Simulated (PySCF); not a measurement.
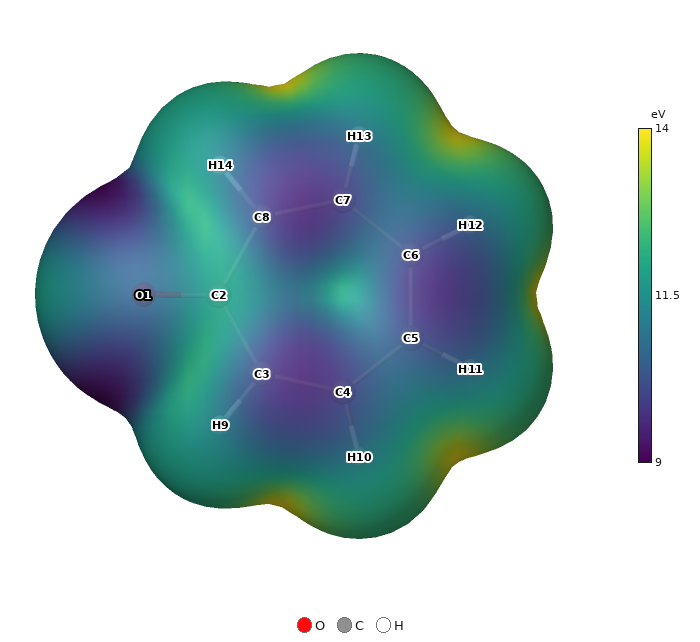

Figure 1: C$_{7}$H$_{6}$O, SMILES `O=C1C=CC=CC=C1`. Average local ionisation energy on the surface of electron density 0.001 a.u.

PySCF calculation, B3LYP/def2-SVPD, gas phase; geometry: GFN2-xTB. No frequency check shows the geometry to be a minimum.

Input script:

```python
import numpy as np
from pyscf import gto, scf, dft
from pyscf.scf import atom_ks, atom_hf
from scipy.linalg import block_diag

def solve(mol, dm0=None, hcore=None):
    mf = (dft.UKS if mol.spin else dft.RKS)(mol, xc='b3lyp')
    mf.grids.level = 3
    mf = mf.density_fit(auxbasis='def2-universal-jkfit')
    mf.conv_tol, mf.max_cycle = 1e-8, 80
    if hcore is not None:
        mf.get_hcore = lambda *args: hcore
    mf.kernel(dm0)
    if not mf.converged:
        mf = mf.newton().run(mf.mo_coeff, mf.mo_occ, max_cycle=30)
    assert mf.converged, 'SCF not converged'
    return mf

mol = gto.M(atom='''
O      2.54499    -0.00005     0.00000
C      1.31947     0.00001     0.00000
C      0.60503     1.27440     0.00000
C     -0.71555     1.55811     0.00000
C     -1.83180     0.67839     0.00000
C     -1.83187    -0.67826     0.00000
C     -0.71570    -1.55809     0.00000
C      0.60490    -1.27450     0.00000
H      1.29414     2.11167     0.00000
H     -0.97939     2.61000     0.00000
H     -2.79785     1.16803     0.00000
H     -2.79796    -1.16781     0.00000
H     -0.97964    -2.60995     0.00000
H      1.29394    -2.11184     0.00000
''', basis='def2-svpd', charge=0, spin=0, verbose=4)
mf = solve(mol)
mf.analyze()
# spherically averaged free atoms, for the promolecule
atm = atom_ks.get_atm_nrks(mol, xc='b3lyp')
pro = block_diag(*[(atm[a[0]][2] * atm[a[0]][3]) @ atm[a[0]][2].T for a in mol._atom])
np.savez('result.npz', e=mf.e_tot, c=mf.mo_coeff, occ=mf.mo_occ, eps=mf.mo_energy, pro=pro, dip=mf.dip_moment(verbose=0), s2=mf.spin_square()[0])
```

Command:

```sh
OMP_NUM_THREADS=1 python input.py
```

The run took 72 s on 1 thread of Arm Neoverse V1, on a shared host, peak memory 0.82 GiB.

Partitions, critical points and surface values were worked out afterwards from this run's density.

Locate the minima of the map.

Answer. The lowest value is 9.1 eV, about equally far (1.9 Å) from O1 and H14, and at like points elsewhere. Further minima include 9.5 eV, off the C3–C4 bond (2.2 Å from its atoms), and at like points elsewhere. For comparison, the highest occupied orbital lies at −6.8 eV.
